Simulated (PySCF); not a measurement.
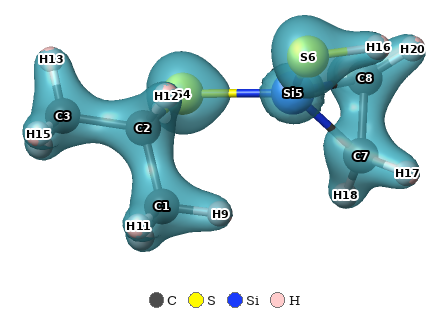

The picture shows: C₅H₁₂S₂Si (SMILES CC(C)S[Si]1(S)CC1). Isosurface of the electron density at 1 e/Å³ (cyan), seen at a tilt.

Geometry: GFN2-xTB.

Theory: PySCF, PBE0/pcSseg-1, SCF density, gas phase, non-relativistic.

```xyz
20

C    -1.8428    0.0584    0.9411
C    -1.5913    0.3228   -0.5315
C    -2.8295    0.0849   -1.3774
S    -0.2589   -0.7966   -1.1584
Si    1.4255    0.0548   -0.1747
S     1.3359    2.2116   -0.1589
C     2.3598   -0.8182    1.2076
C     3.0841   -0.8156   -0.1584
H    -0.9433    0.2414    1.5276
H    -2.1501   -0.9746    1.0909
H    -2.6319    0.7147    1.3040
H    -1.2257    1.3414   -0.6818
H    -2.6169    0.2693   -2.4275
H    -3.1659   -0.9439   -1.2690
H    -3.6278    0.7526   -1.0596
H     2.5940    2.3805    0.2077
H     2.8458   -0.2574    1.9935
H     2.0407   -1.7890    1.5572
H     3.1915   -1.7782   -0.6326
H     4.0017   -0.2480   -0.2028
```

Question: What does this surface tell about the bonding?

Answer: At this value the surface falls into four separate pieces. It bridges the sampled C–C (1.52 Å) and C–S (1.85 Å) contacts, where the density stays above the isovalue. It is pinched off along the sampled C–Si (1.87 Å) and Si–S (2.13 Å) contacts. On the grid the lowest density along these lines, outside the cores, is 1.7 e/Å³ (C–C, 1.52 Å), 1.1 e/Å³ (C–S, 1.85 Å), 0.73 e/Å³ (C–Si, 1.87 Å) and 0.68 e/Å³ (Si–S, 2.13 Å).
